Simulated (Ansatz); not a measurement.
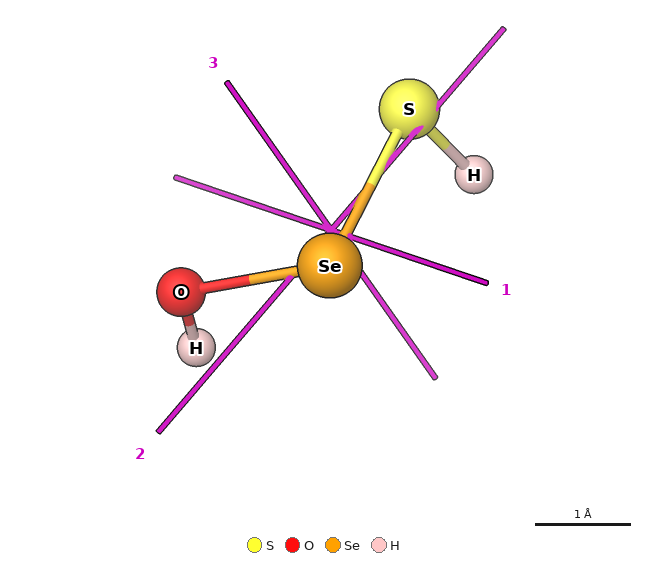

The three principal axes of inertia are drawn and numbered. Atoms fade into the background with distance from the viewer. The geometry was computed by an optimisation with PBE0-D4/def2-TZVP. No frequency run is at hand to confirm it as a minimum. Masses are those of the most abundant isotopes; constants are for the rigid equilibrium geometry.

Question: Which line is the a axis (least moment of inertia), which b and which c?

Answer: a is line 2, b is line 1, c is line 3; the moments are 40.2, 138, 173 u Å².

Question: Classify the rotor and give the rotational constants (GHz).

Answer: An asymmetric top (C1): A = 12.6, B = 3.67, C = 2.92 GHz. Ray's parameter κ is −0.85, nearer the prolate limit.
